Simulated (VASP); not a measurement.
Here is the system:

```
InPd
1.0
    3.24802     0.00000     0.00000
    0.00000     3.24802     0.00000
    0.00000     0.00000     3.24802
In Pd
1 1
Direct
  0.50000   0.50000   0.50000
  0.00000   0.00000   0.00000
```

Computed with PBEsol GGA, VASP's PBE PAW potentials (set 64) (plane waves; VASP 6.6.1). Numerical set-up: 400 eV cut-off, 13×13×13 Γ-centred mesh, tetrahedra with Blöchl corrections, potentials In_d Pd.

Unless said otherwise, spin-orbit coupling is left out, though it shifts the bands of the heavy elements here.

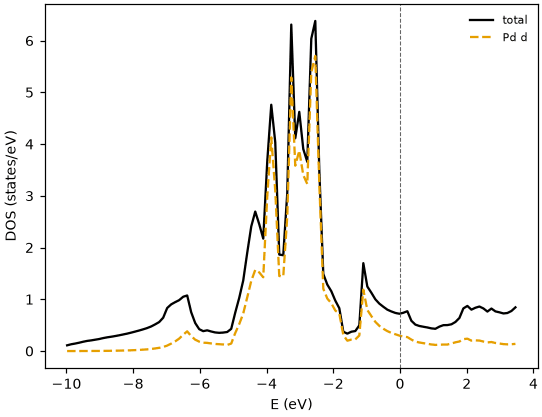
Fig. 1. Total and projected density of states, zero at the Fermi level

Within 2 eV below the Fermi level the largest weight inside VASP's projection spheres is Pd d.

It has no gap at this level: it comes out as a metal or semimetal.

The compound is PdIn in the CsCl type structure. It was relaxed first. The electron count is odd and the run is not spin-polarised, which forces a metal.
